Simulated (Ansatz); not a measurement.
# A hypothetical structure for Ti3Mo, part 2 of 2

Starting from a made-up structure for Ti3Mo, the aim is the relaxed cell, its shortest contacts and, where a second run follows, its electronic structure.

Ansatz 0.2.0; DFT, PBE, plane-wave PAW, files of the set soft_1, scalar-relativistic, no spin, cell and ions relaxed at zero pressure; PAW set soft_1 (the session's first sound run).

So far: The structure; Relaxing cell and atoms. The relaxed cell has a = 3.782, c = 9.249 Å (conventional setting).

## (3) Bands of the relaxed cell

A second self-consistent run takes a narrower smearing and the mesh shown in its input; the bands follow along the standard path of the relaxed lattice.

This step: DFT, PBE, plane-wave PAW, files of the set soft_1, scalar-relativistic, no spin, bands and density of states at the relaxed cell; PAW set soft_1 (Ansatz 0.2.0).

Contents of input.yaml:

```yaml
crystal:
  lattice:
    - [-1.8912368477, 1.8912368477, 4.624575672]
    - [1.8912368477, -1.8912368477, 4.624575672]
    - [1.8912368477, 1.8912368477, -4.624575672]
  atoms:
    - { symbol: Mo, position: [0.0, 0.0, 0.0] }
    - { symbol: Ti, position: [0.5, 0.5, 0.0] }
    - { symbol: Ti, position: [0.25, 0.75, 0.5] }
    - { symbol: Ti, position: [0.75, 0.25, 0.5] }
kpoints:
  mp_grid: { grid: [12, 12, 12] }
  band_path:
    path:
      - [[0.0, 0.0, 0.0], [0.0, 0.0, 0.5], [-0.08362152, 0.08362152, 0.5], [-0.29181076, 0.29181076, 0.29181076], [0.0, 0.0, 0.0], [0.5, 0.5, -0.5], [0.29181076, 0.70818924, -0.29181076], [0.0, 0.5, 0.0], [0.25, 0.25, 0.25], [0.5, 0.5, -0.08362152], [0.5, 0.5, -0.5]]
      - [[0.0, 0.0, 0.5], [0.25, 0.25, 0.25]]
    npoints: 7
scf:
  occupations: { method: fermi_dirac, width: 0.03 }
  n_extra_bands: 8
hamiltonian:
  xc: pbe
  pseudopotentials: { kind: paw, azcp: { folder: soft_1 } }
output:
  forces: true
  stress: true
  write_bands: true
  dos: { projected: true }
  write_density: true
  write_potential: true
  elf: true
  volumetric_format: npy
```

Launch:

```console
$ ansatz run input.yaml --threads 4 --pin off --max-ram 10240MiB --backend cpu --events-out ev --progress --plain --runs-dir out
```

Numbers of over 12 decimals in the logs are rounded to 6 here.

Log:

```text
[...]
Crystal: 4 atoms, lattice volume = 66.164 Å³
Basis set: ecut = 420 eV, 1267 PW (Γ), exchange–correlation on 72×72×72 points (8 copies of the dense FFT grid, shifted against one another)
Bands: 33, of which v1, the nominal top of the filled ones, is band 25 counted from 1 (24 counted from 0)
Symmetry: 16 space group operations
[...]
k-points: 163 of 1728
[...]
SCF iter   1: F=—  HF=-12462.134757 eV  |F-HF|=—  |Δ(HF+E_count)|=         —  Δρ=1.83e-1  dr2=6.10e1  ethr=3.10e-3  ⟨swp⟩=3.2  Hψ=17036  notcnv=0
[...]
SCF iter   9: F=-12454.838388 eV  HF=-12454.838388 eV  |F-HF|=5.30e-8  |Δ(HF+E_count)|=   2.35e-8  Δρ=7.38e-6  dr2=6.13e-8  ethr=2.00e-10  ⟨swp⟩=13.0  Hψ=34938  notcnv=0
SCF 1 converged in 9 iterations: F = -12454.838388 eV  dr2 = 6.13e-8
[...]
NSCF: frozen V_eff on 79 k-points
SCF converged after 9 iterations
Free energy (F): -12454.838388 eV
[...]
Internal energy: -12454.820707 eV  (E = F + TS)
E sigma→0 (E₀):  -12454.829548 eV
Entropy (-TS):   -0.017681 eV (-4.420 meV/atom)
Fermi energy:    15.177742 eV
[...]
--- Stress (GPa, compression-positive) ---
       -0.004365       0.000000       0.000000
        0.000000      -0.004365       0.000000
        0.000000       0.000000      -0.008734
  P = ⅓ Tr σ = -0.0058 GPa (-0.058 kbar)
--- Band table (eV; the first three rows and the last of 163) ---
  k-point 0: bands = [... 21 lower, 14.2501, 14.2501, 14.7462, 15.0689, 15.0689, 16.2071, 16.3116, 16.7327, ... 4 higher]
  k-point 1: bands = [... 21 lower, 14.0343, 14.3623, 14.7630, 14.8808, 15.1878, 15.9858, 16.3036, 16.5395, ... 4 higher]
  k-point 2: bands = [... 21 lower, 13.5690, 14.2065, 14.5653, 15.1239, 15.4696, 15.5271, 16.0565, 16.5528, ... 4 higher]
  k-point 162: bands = [... 21 lower, 12.9297, 13.2587, 14.2500, 14.7656, 15.4136, 17.6986, 17.6986, 17.8691, ... 4 higher]
```

The job ended after 11 s (4 threads of AMD EPYC 7R13 (Zen 3), shared host; peak memory 0.61 GiB; 39 s of CPU time).

The column dr2 measures how far the density is from self-consistency, as an energy; F and HF (Harris–Foulkes) agree once it is small.

This step gave:

```yaml
free_energy: -12454.8384 eV
energy_at_zero_smearing: -12454.8295 eV
smearing_term_ts: 0.01768 eV
pressure: -0.005821 GPa
```

bands.tsv at the labelled points (eV, zero at the Fermi level; the bands that come nearest the Fermi level along the path):

```tsv
point	band 22	band 23	band 24	band 25	band 26	band 27	band 28	band 29
Γ	-0.93	-0.93	-0.43	-0.11	-0.11	1.03	1.13	1.55
X	-0.94	-0.88	-0.40	-0.03	0.00	1.05	1.06	1.26
Y	-1.00	-0.86	-0.47	-0.14	-0.12	0.84	1.00	1.29
S	-1.22	-0.77	-0.38	-0.15	-0.14	0.75	1.48	1.91
Γ	-0.93	-0.93	-0.43	-0.11	-0.11	1.03	1.13	1.55
Z	-2.25	-1.92	-0.93	-0.41	0.24	2.52	2.52	2.69
S1	-1.22	-0.77	-0.38	-0.15	-0.14	0.75	1.48	1.91
N	-0.90	-0.87	-0.58	-0.07	0.29	0.51	0.96	1.41
P	-0.60	-0.26	-0.26	0.03	0.30	0.32	0.32	1.08
Y1	-1.00	-0.86	-0.47	-0.14	-0.12	0.84	1.00	1.29
Z	-2.25	-1.92	-0.93	-0.41	0.24	2.52	2.52	2.69
X	-0.94	-0.88	-0.40	-0.03	0.00	1.05	1.06	1.26
P	-0.60	-0.26	-0.26	0.03	0.30	0.32	0.32	1.08
```

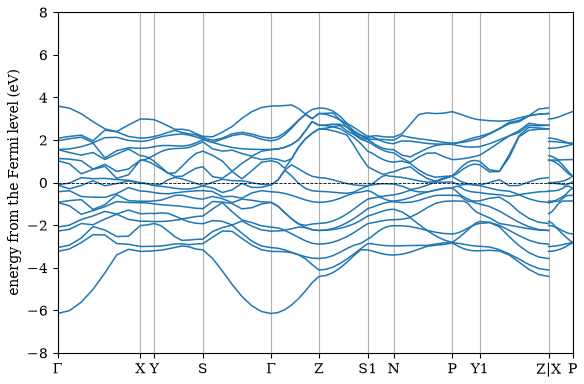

Bands along the path. 16 bands lie wholly below the window drawn.

Counts of states for the cell as run, both spins, by energy window (eV from the Fermi level):

```
from  to  total
  -8  -7   0.00
  -7  -6   0.01
  -6  -5   0.27
  -5  -4   0.57
  -4  -3   1.67
  -3  -2   4.61
  -2  -1   4.98
  -1   0   5.93
   0   1   4.91
   1   2   5.13
```

A further 32.0 states lie below the table's range.

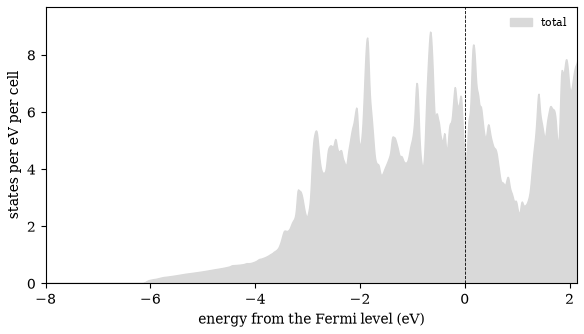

Total density of states, smoothed over about 0.04 eV.

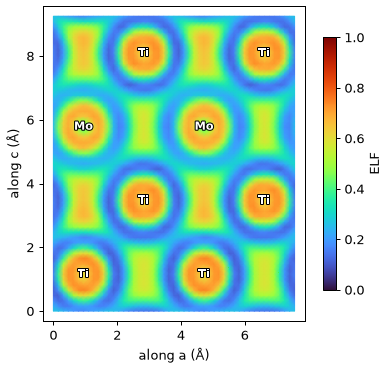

ELF in the ac plane of the conventional cell at fractional y = 0.000, with atoms of Mo and Ti within 0.2 Å of it. It is the smooth field of the valence electrons, not physical close to the nuclei. The map starts off the cell's origin, so that atoms lie inside it.

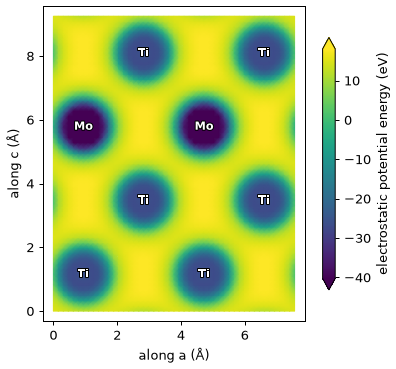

Electrostatic potential energy in the ac plane of the conventional cell at fractional y = 0.000, with atoms of Mo and Ti within 0.2 Å of it. With pseudopotentials it is smooth inside the atoms' cores, unlike the true potential. The map starts off the cell's origin, so that atoms lie inside it.

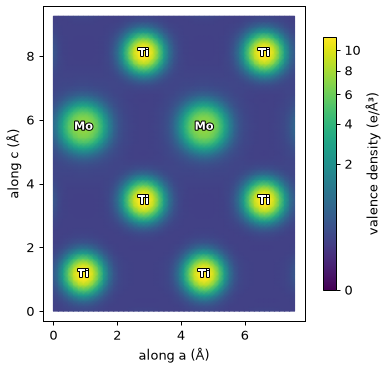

Valence density in the ac plane of the conventional cell at fractional y = 0.000, with atoms of Mo and Ti within 0.2 Å of it. It is the smooth field of the valence electrons, not physical close to the nuclei. The map starts off the cell's origin, so that atoms lie inside it. The colour scale is stretched toward low values.

## (4) What came out

| Item | Value |
| --- | --- |
| space group, relaxed | I4/mmm |
| conventional cell | a = 3.782, b = 3.782, c = 9.249 Å; α = 90.0°, β = 90.0°, γ = 90.0° |
| volume per atom | 16.54 Å³ (guess 18.23) |

In words: Ti3Mo relaxes to I4/mmm with a = 3.782, b = 3.782 and c = 9.249 Å. The guessed volume was 10 % too large. The space group I4/mmm was held in the relaxation, so the end point is a stationary structure within it and may be a saddle against distortions or other arrangements. Bands cross the Fermi level, so it is a metal or semimetal at this level. On the 12×12×12 mesh with the narrower smearing (relaxed on 9×9×9) the forces vanish, as symmetry may demand, and the largest stress component is 0.009 GPa, within the relaxation's thresholds of 0.015 eV/Å and 0.05 GPa. The cutoff wasn't tested. No dispersion term is used, so weakly bound directions may come out too long. The runs have no spin, and magnetism wasn't tested. Nothing here tests whether the compound is stable against decomposition.

[Logs are printed without paths, hosts, clocks, repeated set-up lines and the standing remarks that a program may print on its own settings, such as how far it seeks lower states.]

[Hosts, paths, dates, database ids (printed as entryN), source tags and the programs' standing remarks are cut or masked in the printed files.]
